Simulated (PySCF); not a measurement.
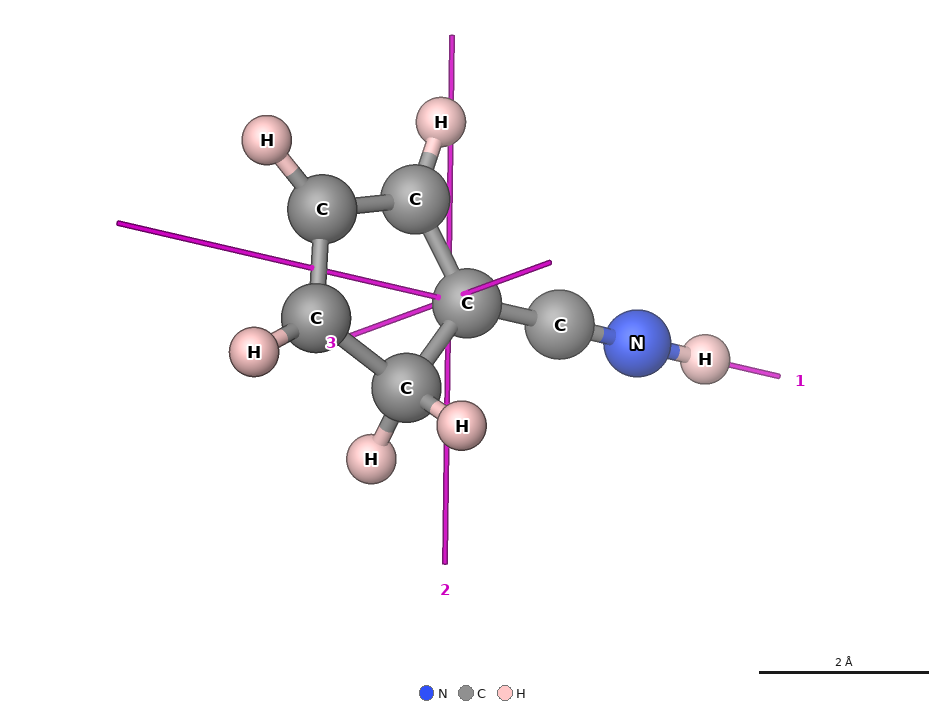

The three principal axes of inertia are drawn and numbered. Depth is shown by fading: the farther an atom, the more it takes the colour of the background. Charge +1, singlet. The computed structure is the end point of a PBE0-D3(BJ)/def2-SVP optimisation. No frequency run is at hand to confirm it as a minimum. Masses are those of the most abundant isotopes; constants are for the rigid equilibrium geometry.

Which line is the a axis (least moment of inertia), which b and which c?

Answer. a is line 1, b is line 2, c is line 3; the moments are 61.3, 274, 332 u Å².

What kind of rotor is it, and what are its rotational constants in GHz?

Answer. An asymmetric top (Cs): A = 8.25, B = 1.84, C = 1.52 GHz. Ray's parameter κ is −0.90, close to the prolate limit.
